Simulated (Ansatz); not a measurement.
# BH5SiZn: the cost of one run

Method: the settings change from run to run; program: Ansatz 0.2.0, Gaussian basis.

### Step 1. The geometry

The geometry comes from an earlier relaxation with PBE0-D4 in a triple-zeta def2 set; it is a stationary point, not always the lowest conformer.

8 atoms, charge 0, spin multiplicity 1.

Atoms are counted from 1 here; the program's logs count them from 0.

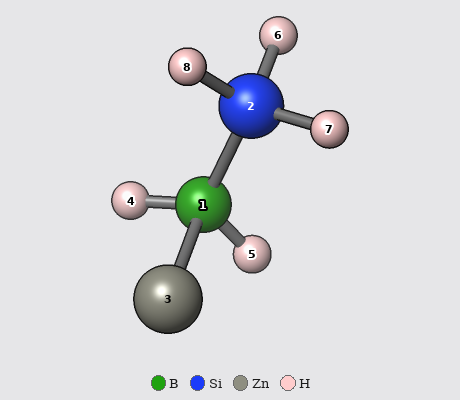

The structure; boron green, silicon blue, zinc grey, hydrogen pink; atoms are numbered from 1 in the order of the file.

### Step 2. B2PLYP/def2-mTZVPP

This run has atoms shaken by 0.15 Å, high accuracy.

Contents of in.yaml:

```yaml
crystal:
  periodic: [false, false, false]
  atoms:
    - {symbol: B, position_ang: [-0.858309, -0.035321, -0.820923]}
    - {symbol: Si, position_ang: [0.529101, 0.685647, 0.643182]}
    - {symbol: Zn, position_ang: [-0.230349, -2.484939, -0.718111]}
    - {symbol: H, position_ang: [-1.579382, -0.210161, -0.358057]}
    - {symbol: H, position_ang: [-0.670788, -0.160576, -1.732811]}
    - {symbol: H, position_ang: [0.342979, 1.992068, 0.868919]}
    - {symbol: H, position_ang: [1.946439, 0.643778, 0.450881]}
    - {symbol: H, position_ang: [0.661268, -0.131422, 1.940946]}
basis:
  gaussian: {orbitals: def2-mTZVPP}
hamiltonian: {xc: {name: B2PLYP}}
accuracy: high
output: {forces: true}
```

Started as:

```console
ansatz run in.yaml --threads 2 --pin off --events-out ev --progress --plain --max-ram 4352MiB
```

Q: Estimate wall time and peak memory on 2 threads of Intel Xeon 6975P-C, shared host.

About 12 s, with a peak of 0.56 GiB.
